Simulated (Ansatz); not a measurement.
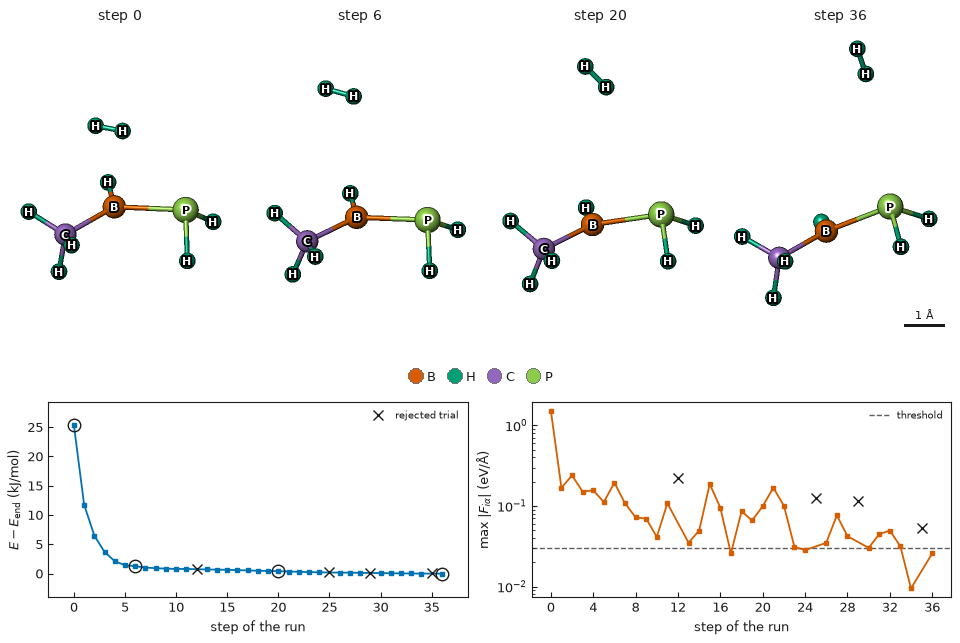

Frames of a relaxation of CH$_{8}$BP, marked on the history of the run. Style: ball-and-stick. Shown face on.

The run prepares an end point of a later path (reaction) calculation, from a guessed geometry.

The calculation used Ansatz, RHF/def2-SVP.

Input
```yaml
crystal:
  periodic: [false, false, false]
  atoms:
    - { symbol: B, position_ang: [0.236243, 0.765917, -0.231782] }
    - { symbol: H, position_ang: [-0.2549, -0.678142, 1.61887] }
    - { symbol: C, position_ang: [1.505709, -0.097884, -0.592513] }
    - { symbol: H, position_ang: [1.284219, -1.164168, -0.670176] }
    - { symbol: H, position_ang: [1.814355, 0.22896, -1.594876] }
    - { symbol: H, position_ang: [2.360338, 0.045304, 0.070278] }
    - { symbol: H, position_ang: [-0.839063, 0.465343, -0.676767] }
    - { symbol: P, position_ang: [0.274394, 2.333761, 0.871473] }
    - { symbol: H, position_ang: [1.541461, 2.876647, 0.568661] }
    - { symbol: H, position_ang: [-0.509019, 3.209406, 0.092027] }
    - { symbol: H, position_ang: [-0.228837, -0.031144, 1.913605] }
basis:
  gaussian: { orbitals: def2-SVP }
hamiltonian:
  xc: hf
relax:
  f_tol: 0.03
  max_steps: 50
output:
  orbitals: {}
```

Command:
```bash
ansatz run input.yaml --threads 1 --pin off --max-ram 2048MiB --backend cpu --events-out ev --progress --plain --runs-dir out
```

Describe the path.

Answer. H2 moves most after the best rigid fit: 2.52 Å. Largest moves by element: H 2.52 Å, B 0.75 Å, C 0.67 Å, P 0.45 Å. Some distances before and after: H2–H11 0.711 → 0.748 Å. Among the angles between lasting bonds that change: B1–C3–H4 112.8° → 110.4°, B1–P8–H10 100.3° → 102.5°, B1–C3–H5 105.8° → 107.9°. Over 32 accepted moves (36 points after the start) the energy falls by 25.3 kJ/mol. The largest force component goes from 1.5 to 0.026 eV/Å. The line search rejected the trial steps at points 12, 25, 29, 35 of the run. The forces were under the threshold at step 17, but the run went on from there. The run took 49 s on 1 thread of Arm Neoverse V1 (shared host), peak memory 0.14 GiB. From step 0 to 6: H2 moves most (1.01 Å), energy −24.0 kJ/mol. From step 6 to 20: H2 moves most (0.81 Å), energy −0.85 kJ/mol. From step 20 to 36: H2 moves most (0.92 Å), energy −0.41 kJ/mol.

Limits of the set-up: the start holds two separate molecules, 2.3 Å apart at their closest, whose relative position is a soft coordinate and is computed without a dispersion correction; Hartree-Fock leaves out electron correlation.
